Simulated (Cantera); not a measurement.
Feed: 1 mol SiCl4, 0.038 mol CH4, 270 mol H2, equilibrated at 12.0 mbar.

Equilibrium computed with Cantera from the NASA thermochemical tables; the gas is ideal and each condensed phase is pure. Candidate condensed phases: C, C6H6, C7H8, C8H18, Si, SiC; 109 gas species. Mutual solubility and eutectic melting of coexisting phases are not modelled. The tables' values for SiCl are old estimates; treat these amounts as uncertain. Gases not in the tables: Si2H6 and higher silanes. The numbers say what is thermodynamically allowed, not how fast it happens.

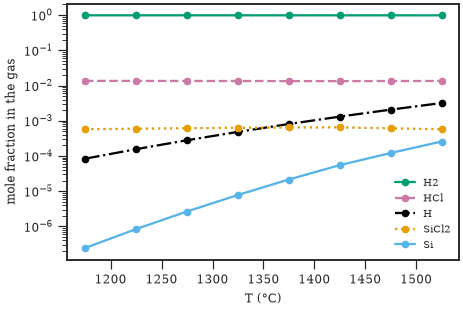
Equilibrium gas composition (values under 1e-9 drawn at 1e-9)

From 1175 °C to 1375 °C the condensed part is Si(s) + SiC(s). From 1425 °C to 1525 °C the condensed part is Si(l) + SiC(s). The main Si-bearing gas is SiCl2 throughout. The share of Si in condensed phases is highest at 1175 °C (84.3 %) and lowest at 1525 °C (74.5 %).
